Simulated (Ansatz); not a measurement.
```xyz
6

Al   -0.0633   -0.1368    0.3653
F     0.2730    1.2828    1.3859
O     1.1636   -0.6774   -0.6160
H     2.1054   -0.7488   -0.5418
F    -1.6150   -0.1631   -0.1566
F     0.0557   -0.5086    2.1032
```

All numbers below come from Ansatz, UKS BHLYP-D4/def2-SVP.

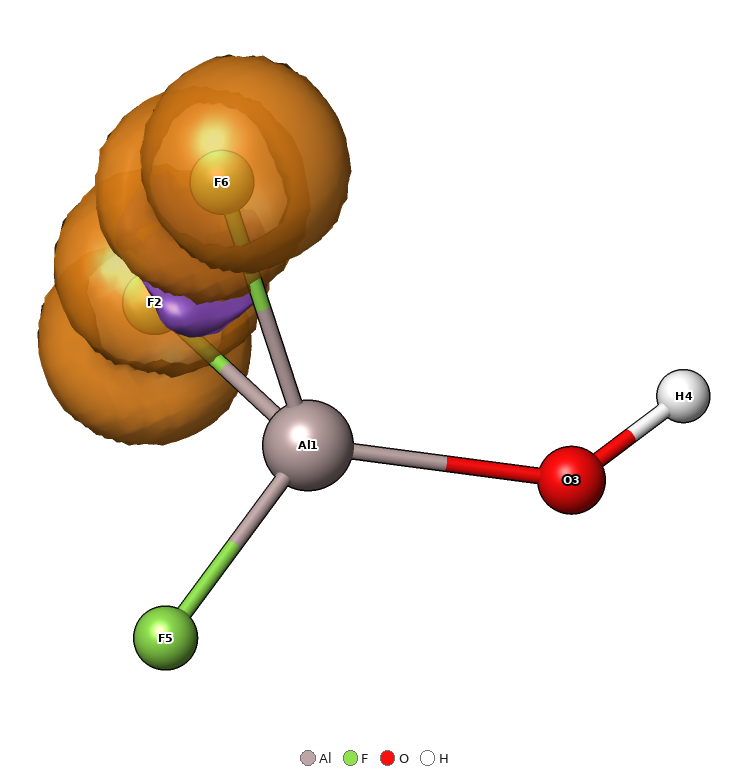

AlF$_{3}$HO (doublet). Isosurfaces of the spin density at +0.03 (orange) and −0.03 e/Å³ (purple), seen at a tilt.

Where is the unpaired spin?

Answer. The unpaired spin (1 electron) lies mostly on F2 (about 0.5) and F6 (about 0.5), in electrons by Hirshfeld's partition.
